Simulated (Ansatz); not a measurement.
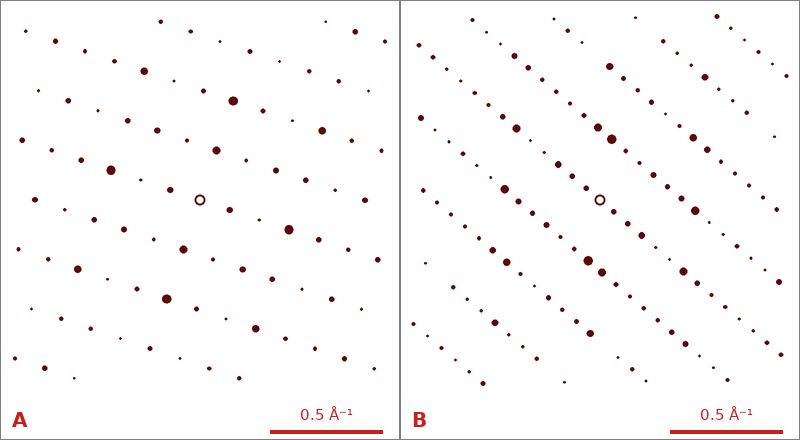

Kinematic electron diffraction patterns (300 kV, B = 0.5 Å², same scale, each along a low-index zone) of two structures of composition Rb3Cl2, each relaxed at zero pressure with Ansatz 0.2.0, DFT PBE, scalar-relativistic, plane waves, PAW.

The structures (standard cells):
1. R-3m (No. 166), a = 4.763 Å, c = 36.402 Å (hexagonal axes), 15 atoms; generated start, possibly hypothetical
2. P-62m (No. 189), a = 8.203 Å, c = 4.253 Å (hexagonal axes), 5 atoms; generated start, possibly hypothetical

Q: Which pattern belongs to which structure, and along which zone?

A: A is structure 2 along [100] or an equivalent direction: rectangular net of 0 1 0 at d = 7.10 Å and 0 0 1 at d = 4.25 Å, 90.0° apart. B is structure 1 along [100] or an equivalent direction: oblique net of 0 0 3 at d = 12.13 Å and 0 -1 1 (weak) at d = 4.10 Å, 83.5° apart (some points of this net are extinct or too weak to see).

Q: Rank the structures by their computed energy.

A: Structure 1 (R-3m, 47.69 Å³ an atom) is the lowest of these; structure 2 (P-62m, 49.57 Å³ an atom) lies about 56 meV an atom higher. These are static energies at 0 K; other structures, not shown, may lie lower still.
